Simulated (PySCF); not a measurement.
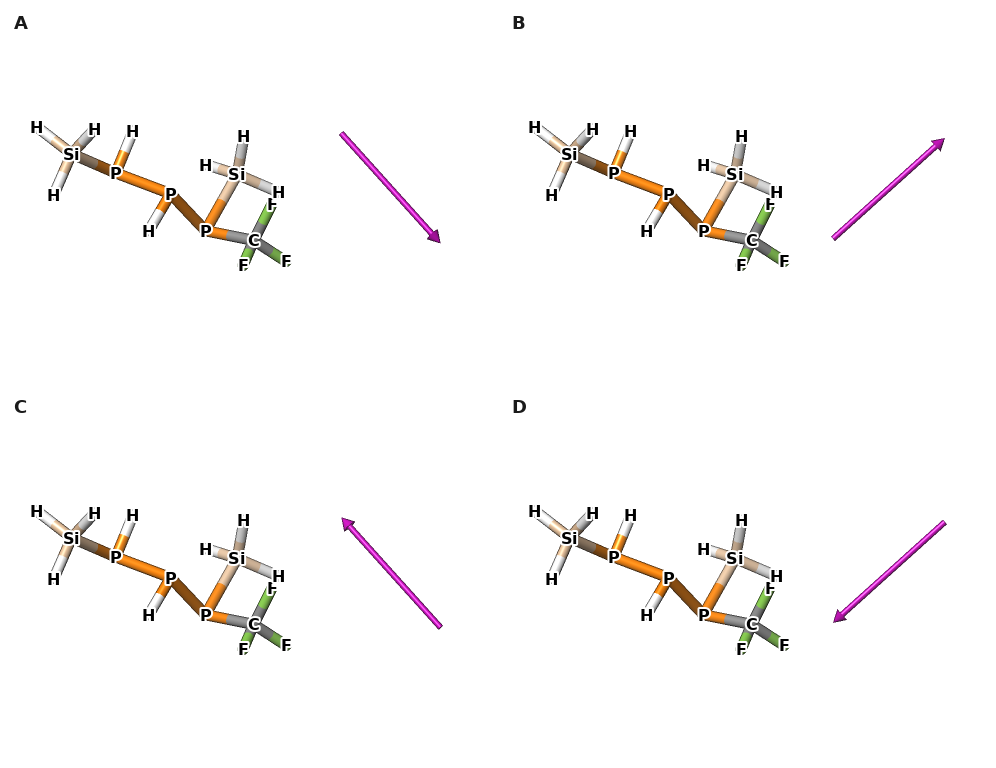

The same molecule four times, each with an arrow. The computed structure is the end point of a GFN2-xTB optimisation. No frequency run is at hand to confirm it as a minimum. Method: PBE0/pcSseg-1, gas phase (PySCF 2.14.0).

**Which arrow points along the dipole moment, from the negative to the positive end?**

C. The dipole moment is 2.65 D.

The geometry is semi-empirical. Around P, Si such bond lengths and angles can be off by a tenth of an ångström or more and by several degrees, and values that hang on the shape move with them.
